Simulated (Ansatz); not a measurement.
**C2H8InNO: vertical ionisation energy**

Aim: the vertical ionisation energy of C2H8InNO, as cation minus neutral at the neutral's geometry, on several levels, and how well −ε(HOMO) stands in for it.

Method: unrestricted cation, the program's frozen cores in correlated methods; program: Ansatz 0.2.0, Gaussian basis.

Plan: UKS PBE-D4/def2-TZVPP; UKS r2SCAN-D4/def2-TZVPP; UKS PBE0-D4/def2-TZVPP; UKS B3LYP-D4/def2-TZVPP; UKS wB97X-V/def2-TZVPP; UKS wB97M-V/def2-TZVPP; UKS B2PLYP/def2-TZVPP; UHF-CCSD(T)/def2-TZVPP; UHF-MP2/def2-QZVPP; extrapolation to the limit; then −ε(HOMO) from the neutral's earlier runs with LDA (SPW92), PBE-D4, revPBE-D4, BLYP-D4, r2SCAN-D4, B97M-V, PBE0-D4, B3LYP-D4, r2SCANh-D4, r2SCAN0-D4, HSE06-D4, BHLYP-D4, CAM-B3LYP-D4, LC-ωPBE, ωB97X-V, ωB97M-V.

### 1 The relaxed structure

The geometry comes from an earlier relaxation with PBE0-D4 in a triple-zeta def2 set; it is a stationary point, not always the lowest conformer. In takes the def2 core potential; no spin-orbit term is included.

SMILES `C[N](C)[InH][OH]`, 13 atoms, charge 0, spin multiplicity 1.

Atoms are counted from 1 here; the program's logs count them from 0.

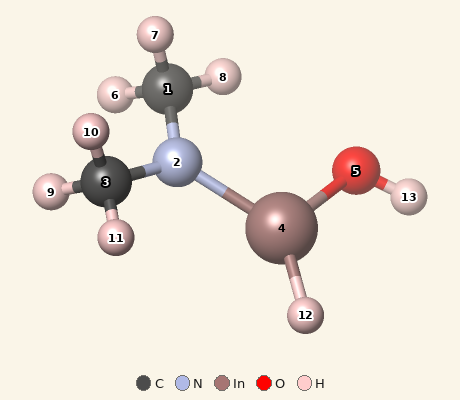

The geometry (carbon dark grey, nitrogen light blue, indium brown, oxygen red, hydrogen pink); atoms are numbered from 1 in the order of the file.

### 2 Cation, UKS PBE-D4/def2-TZVPP

Contents of in.yaml:

```yaml
crystal:
  periodic: [false, false, false]
  atoms:
    - {symbol: C, position_ang: [-0.313999, 0.283520, 1.370144]}
    - {symbol: N, position_ang: [0.196765, -0.249108, 0.133643]}
    - {symbol: C, position_ang: [1.093629, -1.356228, 0.317789]}
    - {symbol: In, position_ang: [-0.326269, 0.518776, -1.636412]}
    - {symbol: O, position_ang: [-1.579291, 2.014540, -1.236486]}
    - {symbol: H, position_ang: [-0.869120, -0.478453, 1.939338]}
    - {symbol: H, position_ang: [0.498252, 0.642648, 2.021270]}
    - {symbol: H, position_ang: [-0.989086, 1.120609, 1.182753]}
    - {symbol: H, position_ang: [0.605591, -2.195362, 0.838474]}
    - {symbol: H, position_ang: [1.971832, -1.075055, 0.920394]}
    - {symbol: H, position_ang: [1.460911, -1.734095, -0.639948]}
    - {symbol: H, position_ang: [0.155749, 0.043042, -3.193362]}
    - {symbol: H, position_ang: [-1.904974, 2.465157, -2.017597]}
basis:
  gaussian: {orbitals: def2-TZVPP}
total_charge: 1
magnetization: {spin_polarized: true, initial_magnetization: 1}
hamiltonian: {xc: pbe, dispersion: d4}
```

Launch:

```console
> ansatz run in.yaml --threads 2 --pin off --events-out ev --progress --plain --max-ram 31744MiB --backend cuda --devices 0, --max-vram 18GiB
```

The program printed:

```text
Functional definition: PBE
  name "PBE"
  cite "Perdew, Burke & Ernzerhof, Phys. Rev. Lett. 77, 3865 (1996) doi:10.1103/PhysRevLett.77.3865"
  parent pbe
  parameter kappa = 0.804
  parameter beta = 0.06672455060314922
  exchange = pbe_x(kappa = kappa, mu = beta*pi^2/3)
  correlation = pbe_c(beta = beta)
1526 factors; their error is unknown
mean field evaluation 1: about -10855.3845 eV, gradient 1.0e2 eV
mean field evaluation 2: about -10383.0884 eV, gradient 2.6e2 eV
mean field evaluation 4: about -10892.9443 eV, gradient 4.6e1 eV
mean field evaluation 8: about -10902.9739 eV, gradient 3.3e0 eV
mean field evaluation 16: about -10903.0152 eV, gradient 1.9e-2 eV
mean field evaluation 32: about -10902.6585 eV, gradient 3.9e0 eV
mean field -10903.01521986 eV, -400.6784190006 hartree, gradient 7.6e-5 eV, S^2 0.754230; 2 other end points of the search recorded, 0 dependent functions left out
reference -10903.01527204 eV, -400.6784209185 hartree; 28, 27 occupied and 258, 259 virtual orbitals, 1526 factors
Total energy: -10903.24470130 eV, -400.6868522882 hartree
```

Wall time 5.5 s (1 × H100 (card shared with other runs) with 2 threads of AMD EPYC 7R13, shared host); peak host memory 0.89 GiB.

Less the neutral's -10910.9634 eV (earlier run), this gives 7.719 eV. ⟨S²⟩ = 0.754.

### 3 Cation, UKS r2SCAN-D4/def2-TZVPP

in.yaml: that of step 2 with these lines changed.

```diff
@@ -20,2 +20,2 @@
 magnetization: {spin_polarized: true, initial_magnetization: 1}
-hamiltonian: {xc: pbe, dispersion: d4}
+hamiltonian: {xc: r2scan, dispersion: d4}
```

Same command.

The program printed, cut to the lines that bear on the results:

```text
Functional definition: r2SCAN
  name "r2SCAN"
  cite "Furness, Kaplan, Ning, Perdew & Sun, J. Phys. Chem. Lett. 11, 8208 (2020) doi:10.1021/acs.jpclett.0c02405"
  cite "Furness, Kaplan, Ning, Perdew & Sun, J. Phys. Chem. Lett. 11, 9248 (2020) doi:10.1021/acs.jpclett.0c03077"
  parent r2scan
[...]
1526 factors; their error is unknown
[...]
mean field -10908.84159735 eV, -400.8925344243 hartree, gradient 3.9e-5 eV, S^2 0.758074; 2 other end points of the search recorded, 0 dependent functions left out
reference -10908.84161582 eV, -400.8925351031 hartree; 28, 27 occupied and 258, 259 virtual orbitals, 1526 factors
Total energy: -10908.89825796 eV, -400.8946166631 hartree
```

Run time: 6.5 s. Hardware: 1 × H100 (card shared with other runs) with 2 threads of AMD EPYC 7R13, shared host; peak host memory 0.96 GiB.

The neutral molecule at this level: -10916.5463 eV. Difference: 7.648 eV. ⟨S²⟩ = 0.758.

### 4 Cation, UKS PBE0-D4/def2-TZVPP

in.yaml: that of step 3 with these lines changed.

```diff
@@ -20,2 +20,2 @@
 magnetization: {spin_polarized: true, initial_magnetization: 1}
-hamiltonian: {xc: r2scan, dispersion: d4}
+hamiltonian: {xc: pbe0, dispersion: d4}
```

The command is unchanged.

The program printed:

```text
Functional definition: PBE0
  name "PBE0"
  cite "Adamo & Barone, J. Chem. Phys. 110, 6158 (1999) doi:10.1063/1.478522"
  cite "Perdew, Burke & Ernzerhof, Phys. Rev. Lett. 77, 3865 (1996) doi:10.1103/PhysRevLett.77.3865"
  parent pbe
  parameter a = 0.25
  parameter kappa = 0.804
  parameter beta = 0.06672455060314922
  exchange = (1 - a)*pbe_x(kappa = kappa, mu = beta*pi^2/3) + a*exact_x
  correlation = pbe_c(beta = beta)
1619 factors; their error is unknown
mean field evaluation 1: about -10867.8090 eV, gradient 8.7e1 eV
mean field evaluation 2: about -10617.7816 eV, gradient 2.1e2 eV
mean field evaluation 4: about -10884.1871 eV, gradient 6.1e1 eV
mean field evaluation 8: about -10903.2987 eV, gradient 8.1e-1 eV
mean field evaluation 16: about -10903.3441 eV, gradient 4.4e-3 eV
mean field -10903.34409334 eV, -400.6905048781 hartree, gradient 4.2e-5 eV, S^2 0.756076; 0 other end points of the search recorded, 0 dependent functions left out
reference -10903.34413071 eV, -400.6905062515 hartree; 28, 27 occupied and 258, 259 virtual orbitals, 1619 factors
Total energy: -10903.53857012 eV, -400.6976517682 hartree
```

It took 4.7 s on 1 × H100 (card shared with other runs) with 2 threads of AMD EPYC 7R13, shared host; peak host memory 0.9 GiB.

Less the neutral's -10911.2952 eV (earlier run), this gives 7.757 eV. ⟨S²⟩ = 0.756.

### 5 Cation, UKS B3LYP-D4/def2-TZVPP

in.yaml: that of step 4 with these lines changed.

```diff
@@ -20,2 +20,2 @@
 magnetization: {spin_polarized: true, initial_magnetization: 1}
-hamiltonian: {xc: pbe0, dispersion: d4}
+hamiltonian: {xc: {name: B3LYP}, dispersion: d4}
```

The command is unchanged.

The program printed, cut to the lines that bear on the results:

```text
Functional definition: B3LYP
  name "B3LYP"
  cite "Stephens, Devlin, Chabalowski & Frisch, J. Phys. Chem. 98, 11623 (1994) doi:10.1021/j100096a001"
  cite "Becke, Phys. Rev. A 38, 3098 (1988) doi:10.1103/PhysRevA.38.3098"
  cite "Lee, Yang & Parr, Phys. Rev. B 37, 785 (1988) doi:10.1103/PhysRevB.37.785"
  cite "Vosko, Wilk & Nusair, Can. J. Phys. 58, 1200 (1980) doi:10.1139/p80-159"
[...]
1603 factors; their error is unknown
[...]
mean field -10912.00678485 eV, -401.0088529192 hartree, gradient 5.0e-5 eV, S^2 0.755570; 0 other end points of the search recorded, 0 dependent functions left out
reference -10912.00707503 eV, -401.0088635835 hartree; 28, 27 occupied and 258, 259 virtual orbitals, 1603 factors
Total energy: -10912.37670246 eV, -401.0224471408 hartree
```

It took 7.5 s on 1 × H100 (card shared with other runs) with 2 threads of AMD EPYC 7R13, shared host; peak host memory 0.9 GiB.

Less the neutral's -10920.2416 eV (earlier run), this gives 7.865 eV. ⟨S²⟩ = 0.756.

### 6 Cation, UKS wB97X-V/def2-TZVPP

in.yaml: that of step 5 with these lines changed.

```diff
@@ -20,2 +20,2 @@
 magnetization: {spin_polarized: true, initial_magnetization: 1}
-hamiltonian: {xc: {name: B3LYP}, dispersion: d4}
+hamiltonian: {xc: {name: wB97X-V}}
```

Same command.

The program printed, cut to the lines that bear on the results:

```text
Functional definition: wB97X-V
  name "wB97X-V"
  cite "Mardirossian & Head-Gordon, Phys. Chem. Chem. Phys. 16, 9904 (2014) doi:10.1039/C3CP54374A"
  cite "Becke, J. Chem. Phys. 107, 8554 (1997) doi:10.1063/1.475007"
  cite "Vydrov & Van Voorhis, J. Chem. Phys. 133, 244103 (2010) doi:10.1063/1.3521275"
[...]
      + integral(e_c_pw_opposite_spin*poly(b97_u_opposite, cos0, cos1)) + vv10(b, c)
1590 factors; their error is unknown
390 factors; integrals over basis functions are off by at most 7.1e-6 eV
[...]
mean field -10907.62449699 eV, -400.8478068109 hartree, gradient 4.8e-5 eV, S^2 0.755156; 0 other end points of the search recorded, 0 dependent functions left out
reference -10907.62449454 eV, -400.8478067211 hartree; 28, 27 occupied and 258, 259 virtual orbitals, 1590 factors
Total energy: -10907.62449454 eV, -400.8478067211 hartree
```

Wall time 7.5 s (1 × H100 (card shared with other runs) with 2 threads of AMD EPYC 7R13, shared host); peak host memory 1.1 GiB.

The neutral molecule at this level: -10915.4572 eV. Difference: 7.833 eV. ⟨S²⟩ = 0.755.

### 7 Cation, UKS wB97M-V/def2-TZVPP

in.yaml: that of step 6 with these lines changed.

```diff
@@ -20,2 +20,2 @@
 magnetization: {spin_polarized: true, initial_magnetization: 1}
-hamiltonian: {xc: {name: wB97X-V}}
+hamiltonian: {xc: {name: wB97M-V}}
```

The command is unchanged.

The program printed, cut to the lines that bear on the results:

```text
Functional definition: wB97M-V
  name "wB97M-V"
  cite "Mardirossian & Head-Gordon, J. Chem. Phys. 144, 214110 (2016) doi:10.1063/1.4952647"
  cite "Becke, J. Chem. Phys. 107, 8554 (1997) doi:10.1063/1.475007"
  cite "Vydrov & Van Voorhis, J. Chem. Phys. 133, 244103 (2010) doi:10.1063/1.3521275"
  # Of w^i u^j: cxij and so on, Table III.
[...]
  gx(w, u) = 1 - cx + cx01*u + cx10*w
  gss(w, u) = css00 + css04*u^4 + css10*w + css20*w^2 + css43*w^4*u^3
  gos(w, u) = cos00 + cos10*w + (cos20 + cos21*u)*w^2 + (cos60 + cos61*u)*w^6
[...]
      + integral(e_c_pw_mod_opposite_spin*gos(b97_w_opposite, b97_u_opposite)) + vv10(b, c)
1562 factors; their error is unknown
390 factors; integrals over basis functions are off by at most 7.1e-6 eV
[...]
mean field -10905.87299547 eV, -400.7834403175 hartree, gradient 6.4e-5 eV, S^2 0.754634; 0 other end points of the search recorded, 0 dependent functions left out
reference -10905.87305791 eV, -400.7834426120 hartree; 28, 27 occupied and 258, 259 virtual orbitals, 1562 factors
Total energy: -10905.87305791 eV, -400.7834426120 hartree
```

Wall time 7 s (1 × H100 (card shared with other runs) with 2 threads of AMD EPYC 7R13, shared host); peak host memory 1.1 GiB.

The neutral molecule at this level: -10913.7339 eV. Difference: 7.861 eV. ⟨S²⟩ = 0.755.

### 8 Cation, UKS B2PLYP (frozen core)/def2-TZVPP

in.yaml: that of step 7 with these lines changed.

```diff
@@ -20,2 +20,2 @@
 magnetization: {spin_polarized: true, initial_magnetization: 1}
-hamiltonian: {xc: {name: wB97M-V}}
+hamiltonian: {xc: {name: B2PLYP}}
```

Launched as before.

The program printed, cut to the lines that bear on the results:

```text
Functional definition: B2PLYP
  name "B2PLYP"
  cite "Grimme, J. Chem. Phys. 124, 034108 (2006) doi:10.1063/1.2148954"
  cite "Becke, Phys. Rev. A 38, 3098 (1988) doi:10.1103/PhysRevA.38.3098"
  cite "Lee, Yang & Parr, Phys. Rev. B 37, 785 (1988) doi:10.1103/PhysRevB.37.785"
[...]
1875 factors; integrals over basis functions are off by at most 8.6e-4 eV
[...]
mean field -10890.13925207 eV, -400.2052359122 hartree, gradient 7.2e-6 eV, S^2 0.759004; 1 other end points of the search recorded, 0 dependent functions left out
8 core orbitals not correlated: weight in the atoms' cores, before any rotation towards them, 1.000 or more for the frozen orbitals, at most 0.000 for the correlated occupied ones
reference -10890.13943245 eV, -400.2052425410 hartree; 20, 19 occupied and 258, 259 virtual orbitals, 1875 factors
second order -34.66661788 eV of doubles, -0.00000000 eV of singles
Total energy: -10899.49941928 eV, -400.5492157125 hartree
```

It took 7 s on 1 × H100 (card shared with other runs) with 2 threads of AMD EPYC 7R13, shared host; peak host memory 1.4 GiB.

Less the neutral's -10907.3565 eV (earlier run), this gives 7.857 eV. ⟨S²⟩ = 0.759.

### 9 Cation, UHF-CCSD(T)/def2-TZVPP

in.yaml: that of step 8 with these lines changed.

```diff
@@ -20,2 +20,3 @@
 magnetization: {spin_polarized: true, initial_magnetization: 1}
-hamiltonian: {xc: {name: B2PLYP}}
+correlation: {method: ccsd_t}
+scf: {omitted_lower_state_checks: [cluster_reference]}
```

Same command.

The program printed, cut to the lines that bear on the results:

```text
Functional definition: HF
  name "HF"
  cite "Fock, Z. Phys. 61, 126 (1930) doi:10.1007/BF01340294"
  parent pbe
[...]
1875 factors; integrals over basis functions are off by at most 8.6e-4 eV
[...]
mean field -10850.55548698 eV, -398.7505593759 hartree, gradient 2.8e-6 eV, S^2 0.765930; 2 other end points of the search recorded, 0 dependent functions left out
8 core orbitals not correlated: weight in the atoms' cores, before any rotation towards them, 1.000 or more for the frozen orbitals, at most 0.000 for the correlated occupied ones
reference -10850.55548698 eV, -398.7505593759 hartree; 20, 19 occupied and 258, 259 virtual orbitals, 1875 factors
second order -28.50801689 eV of doubles, -0.00000000 eV of singles
cycle   1  -28.65129397 eV  change   -1.4e-1 eV  update   1.3e-1
[...]
cycle  14  -29.57049212 eV  change   -2.2e-5 eV  update   9.3e-6
perturbative correction -1.05687537 eV, -0.0388394535 hartree
Total energy: -10881.18285447 eV, -399.8760943711 hartree
Checks for a lower state left out: cluster_reference
```

Run time: 22 s. Hardware: 1 × H100 (card shared with other runs) with 2 threads of AMD EPYC 7R13, shared host; peak host memory 0.89 GiB.

The neutral molecule at this level: -10889.0864 eV. Difference: 7.904 eV. ⟨S²⟩ = 0.766. T1 = 0.019 (report).

### 10 Cation, UHF-MP2/def2-QZVPP

in.yaml: that of step 9 with these lines changed.

```diff
@@ -17,6 +17,6 @@
 basis:
-  gaussian: {orbitals: def2-TZVPP}
+  gaussian: {orbitals: "def2-QZVPP.json"}
 total_charge: 1
 magnetization: {spin_polarized: true, initial_magnetization: 1}
-correlation: {method: ccsd_t}
+correlation: {method: mp2}
 scf: {omitted_lower_state_checks: [cluster_reference]}
```

Same command.

The program printed, cut to the lines that bear on the results:

```text
Functional definition: HF
  name "HF"
  cite "Fock, Z. Phys. 61, 126 (1930) doi:10.1007/BF01340294"
  parent pbe
[...]
3327 factors; integrals over basis functions are off by at most 8.0e-4 eV
[...]
mean field -10850.88190074 eV, -398.7625548602 hartree, gradient 3.1e-6 eV, S^2 0.765945; 0 other end points of the search recorded, 0 dependent functions left out
8 core orbitals not correlated: weight in the atoms' cores, before any rotation towards them, 1.000 or more for the frozen orbitals, at most 0.000 for the correlated occupied ones
reference -10850.88190074 eV, -398.7625548602 hartree; 20, 19 occupied and 522, 523 virtual orbitals, 3327 factors
second order -35.12400910 eV of doubles, -0.00000000 eV of singles
Total energy: -10886.00590984 eV, -400.0533383867 hartree
Checks for a lower state left out: cluster_reference
```

It took 4.9 s on 1 × H100 (card shared with other runs) with 2 threads of AMD EPYC 7R13, shared host; peak host memory 1.2 GiB.

Less the neutral's -10894.2729 eV (earlier run), this gives 8.267 eV. ⟨S²⟩ = 0.766.

### 11 The basis-set limit

No new run: Hartree-Fock is extrapolated as exp(−7.88√X) and correlation as X^−2.97, with X = 3 and 4; only MP2 was run in the larger set, so CCSD(T) minus MP2 is added from the smaller one.

```tsv
level	energy at the limit (eV)
HF	-10850.9269
MP2	-10890.9516
CCSD	-10892.0141
CCSD(T)	-10893.0710
```

This is no true limit for total energies: MP2 correlation changes by a factor of 1.23 from triple to quadruple zeta (about 1.07 in light molecules), because outer-core shells are correlated in sets not made for them. Much of that cancels between molecule and atoms or ions.

The neutral's limit, from its own earlier runs, is -10901.1455 eV in the additive form (MP2 limit plus CCSD(T) minus MP2 in triple zeta), in which the cation has -10893.0710 eV.

### 12 Ionisation energies side by side

Differences are taken before rounding.

```tsv
method	ionisation energy (eV)	from CCSD(T)/CBS (eV)	time
PBE-D4	7.72	-0.36	7.2 s
r2SCAN-D4	7.65	-0.43	8.3 s
PBE0-D4	7.76	-0.32	6.3 s
B3LYP-D4	7.86	-0.21	9.2 s
ωB97X-V	7.83	-0.24	9.4 s
ωB97M-V	7.86	-0.21	12 s
B2PLYP	7.86	-0.22	9.1 s
HF/def2-TZVPP	6.52	-1.56	
MP2/def2-TZVPP	8.17	+0.09	
CCSD/def2-TZVPP	7.81	-0.27	
CCSD(T)/def2-TZVPP	7.90	-0.17	26 s
CCSD(T)/CBS	8.07	0	34 s
```

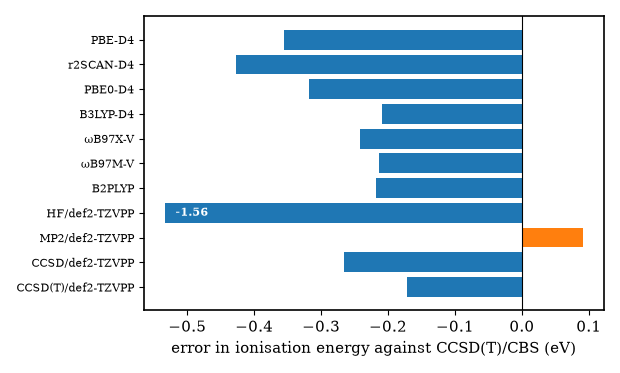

How far each level lands from CCSD(T)/CBS. Bars with a number in them are cut short.

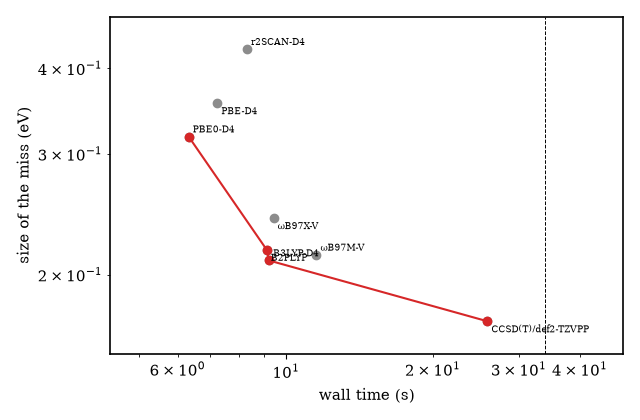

Miss against cost. Red marks the levels that no quicker level drawn beats (of those quicker than the yardstick), and the dashed line is the time of CCSD(T)/CBS. Times are from a shared host. Runs this short are mostly start-up, so their order is noise.

Times add the cation's run and the neutral's; HF, MP2 and CCSD come out of the CCSD(T) runs.

For comparison, −ε(HOMO) of the neutral from earlier runs:

```tsv
functional	−ε(HOMO) (eV)	by energy difference (eV)
LDA (SPW92)	4.92	
PBE-D4	4.77	7.72
revPBE-D4	4.70	
BLYP-D4	4.68	
r2SCAN-D4	4.96	7.65
B97M-V	5.09	
PBE0-D4	5.96	7.76
B3LYP-D4	5.79	7.86
r2SCANh-D4	5.41	
r2SCAN0-D4	6.11	
HSE06-D4	5.56	
BHLYP-D4	7.13	
CAM-B3LYP-D4	7.32	
LC-ωPBE	8.60	
ωB97X-V	8.29	7.83
ωB97M-V	8.23	7.86
```

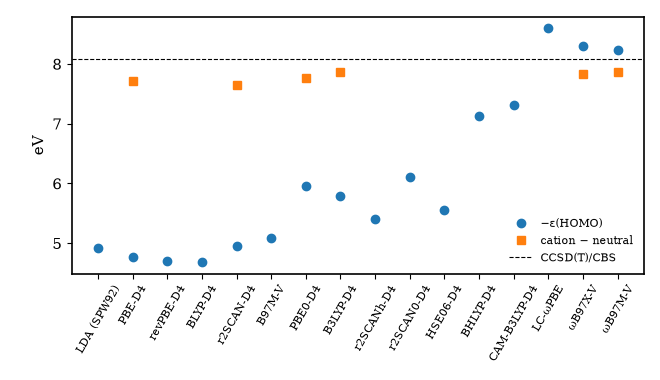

Orbital estimates and energy differences by functional.

### 13 Outcome

```
                        quantity                value
  ionisation energy, CCSD(T)/CBS              8.07 eV
nearest functional by difference  B3LYP-D4 (-0.21 eV)
                nearest −ε(HOMO)   ωB97M-V (+0.15 eV)
                 −ε(HOMO) of PBE              4.77 eV
                T1 of the cation                0.019
```

In words: Energy differences with functionals land within 0.43 eV of the reference. The PBE orbital energy is 3.3 eV too small: a semilocal HOMO is no ionisation energy. Among orbital estimates ωB97M-V comes nearest. Hartree-Fock falls 1.56 eV short, as the neutral has more correlation energy than the cation. Correlated methods include outer-core shells of In, which these sets cover unevenly. With outer-core shells in play the reference is unsure by up to some tenths of an eV, so close misses can't be ranked.

For cost: CCSD(T)/def2-TZVPP gets within 0.17 eV in 26 s, where CCSD(T)/CBS took 34 s.
